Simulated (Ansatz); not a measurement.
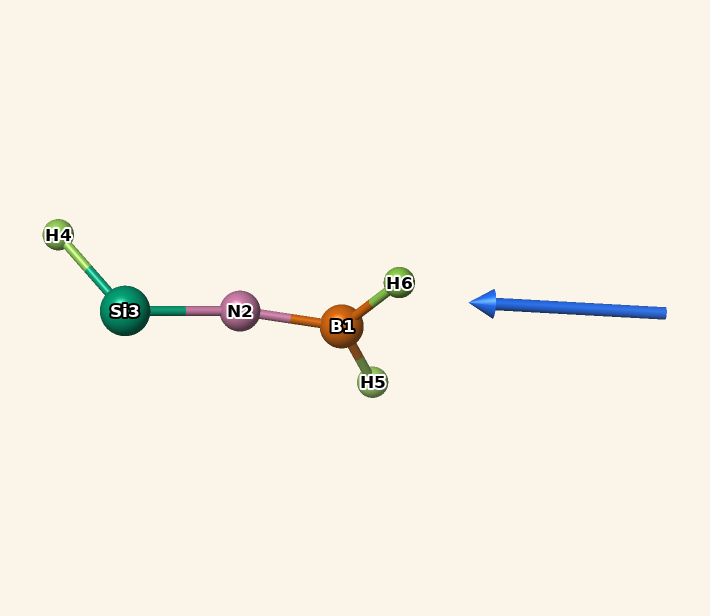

The arrow beside the molecule shows the direction of the dipole moment, from the negative to the positive end (its length means nothing). The species is neutral and a spin doublet. The computed structure is the end point of a PBE0-D4/def2-TZVP optimisation. No frequency run is at hand to confirm it as a minimum. Method: UKS PBE0-D4/def2-TZVP (Ansatz 0.2.0).

How large is the dipole moment?

2.76 D; it points from the side of H5, H6 to the side of H4 (the outermost atoms at the two ends).
